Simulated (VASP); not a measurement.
Band structure of HgO (relaxed from the zincblende structure, space group F-43m). Computed with LDA (Ceperley-Alder, Perdew-Zunger) with spin-orbit coupling, VASP's LDA PAW potentials (set 64) (plane waves; VASP).

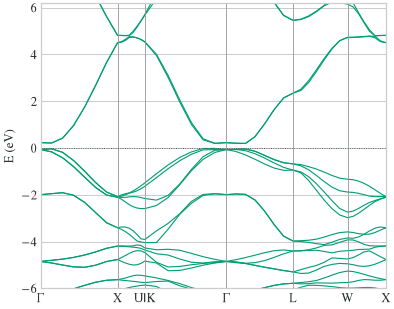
Figure: Bands along high-symmetry lines, zero at the valence-band maximum or, without a gap, the Fermi level

Task: Read the plot: is there a gap, and where are the band edges?

Result: The gap is indirect, 0.19 eV, from the valence maximum at (-0.09, 0.09, 0.00) to the conduction minimum at (0.09, 0.00, 0.00).

The structure was generated: HgO was put into the zincblende type (F-43m), which need not be its known phase. It was relaxed first, which changed the volume by +14 %.
